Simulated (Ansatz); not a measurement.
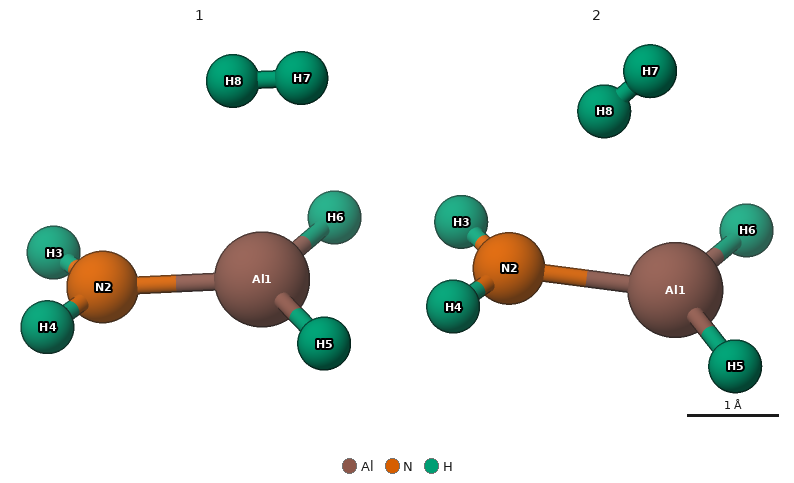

Two geometries of AlNH6, drawn at one scale. One is the start of a relaxation, the other its converged end. A ball-and-stick model, seen at a tilt.

Theory: Ansatz, RKS PBE0/def2-SVP. (no spin polarisation; force threshold 0.03 eV/Å; at most 50 steps)

Which one is relaxed?

Answer. Structure 1 is the relaxed one. The run prepares an end point of a later path (reaction) calculation, from a guessed geometry. H7 moves most after the best rigid fit: 0.54 Å. By element the largest moves are H 0.54 Å, N 0.27 Å, Al 0.22 Å. Near-neighbour distances that change, for instance: Al1–N2 1.863 → 1.776 Å, H7–H8 0.723 → 0.762 Å, Al1–H5 1.582 → 1.588 Å. After 12 accepted moves (14 points after the start) the energy has fallen by 0.203 eV. Largest force component: 1.7 eV/Å at the start, 0.025 eV/Å at the end. The line search rejected the trial steps at points 4, 7 of the run. The forces were under the threshold at step 8, but the run went on from there.

Limits of the set-up: the start holds two separate molecules, 2.3 Å apart at their closest, whose relative position is a soft coordinate and is computed without a dispersion correction.
